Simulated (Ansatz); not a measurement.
# Does disorder add resistance in series? Al(111) layers displaced at 300 K

Two lengths of the disordered region are known. What area resistance does the third give?

Set-up. Ansatz 0.2.0, plane waves with PAW datasets at their recommended cutoffs (420 eV for most), Fermi-Dirac smearing; ballistic transmission by layer matching. The area resistance is RA = A (h/2e²)(1/T − 1/N), with T the zone-mean transmission per spin and N the lead's channels, both averaged over a few energies near the Fermi level; for magnets each spin is taken apart, with h/e², and the two conduct in parallel. Lateral cell 2x2, PBE, a fresh random draw for each length. Atoms are displaced independently, by 0.0966 Å r.m.s. per direction; each RA is scaled by the nominal over the drawn mean square displacement.

The runs, with one result withheld:

| length (Å) | channels N | RA (fΩ m²) |
| --- | --- | --- |
| 9.35 | 5.430 | 0.0445 |
| 18.7 | 5.423 | 0.109 |
| 28.0 | 5.490 | ? |

**Fit on the rows shown.**

Ohm's law makes RA linear in the length: the slope is (0.109 − 0.0445)/(18.7 − 9.35) = 6.89×10⁻³ fΩ m² per Å, or 6.9 µΩ cm. Then 0.109 + 6.89×10⁻³ × 9.35. Predicted: 0.173 fΩ m².

What the run gave:

0.142 fΩ m², so the prediction is 22 % too high. The three lengths together give 5.2 µΩ cm. Single draws scatter, and the lead's own channel count shifts by 1.2 % between the runs, which moves RA too; these runs don't part the causes of the miss, and leave the question open.

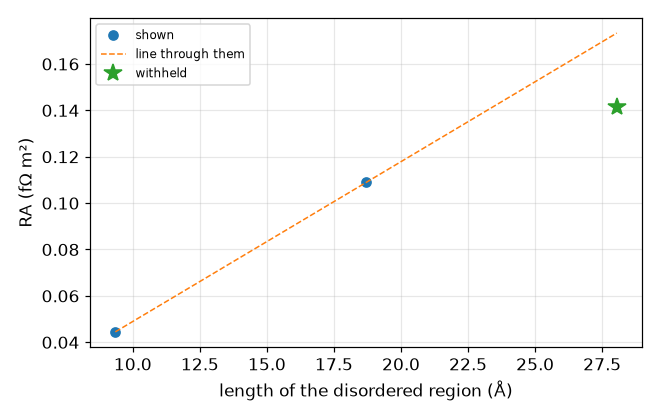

Area resistance against length.

**Limits.** The scatterers repeat sideways with the small cell. The slope is a raw one; a model of isotropic scattering puts it 1.13 times the bulk value over these lengths.
